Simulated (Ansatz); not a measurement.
The figure comes from a scan of CaF$_{2}$ (fluorite): the crystal slips on the {100} plane by s times a lattice vector of 5.51 Å, atoms relaxing along the normal only, γ being the energy change per area. All values below come from PBE (plane waves to 420 eV, PAW, scalar-relativistic; Ansatz, a quantum-chemistry and plane-wave program). k mesh 7×7×7 (Γ-centred), Fermi-Dirac smearing 0.05 eV. E is the zero-smearing estimate. Faults lie only 8.3 Å apart, and holding the cell height raises γ above its relaxed value. CaF2 was relaxed with its symmetry unable to fall. The zero of γ is zero shift.

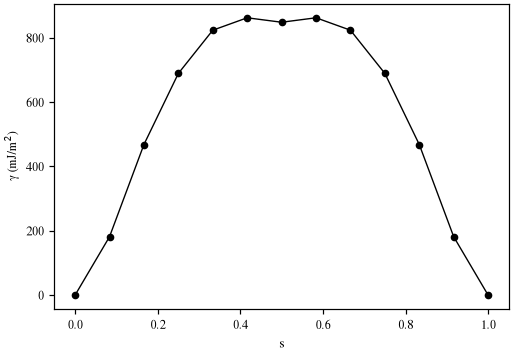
Figure. γ (mJ/m²) against s; markers are the computed points, lines only join them (the last repeats the first, one period on).

**Question.** Turn the plot into a table (rounded to what can be read).

**Answer.** To the nearest 20:

```
s      γ (mJ/m²)
-----  ---------
0.000          0
0.083        180
0.167        460
0.250        680
0.333        820
0.417        860
0.500        840
0.583        860
0.667        820
0.750        680
0.833        460
0.917        180
```

(The slope of γ gives the shear force per area between the displaced halves; near zero shift its curvature is an elastic stiffness.)
